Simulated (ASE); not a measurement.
Pair distribution function (Ga-P) of GaP (zinc blende), cell Ga32P32, begun in the crystal structure, above the temperature where the real material decomposes or loses its volatile element at ambient pressure [in the run: it stayed crystalline; mean temperature 1292 K (target 1300 K); density 3.94 g/cm³, volume +5 % from the start crystal's], from MD at 1292 K. Calculation: the machine-learned potential CHGNet 0.3.0 in ASE. Volume per atom 21.21 Å³, mean pressure 0.3 GPa. 

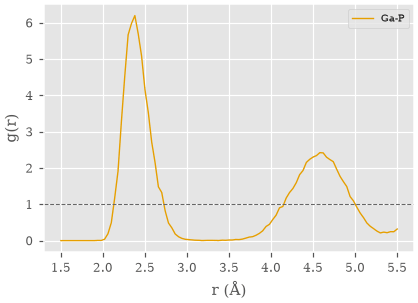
Figure: Pair distribution from the trajectory

Q: From these data, give the position and height of the first peak of the Ga-P curve, where the first shell ends and the number of neighbours in it.

A: first peak at 2.36 Å with height 6.2; g is nil from 3.1 to 3.4 Å, so any cut there serves; 4.0 P round each Ga and 4.0 Ga round each P in the shell, from n = 4πρ∫r²g(r)dr.
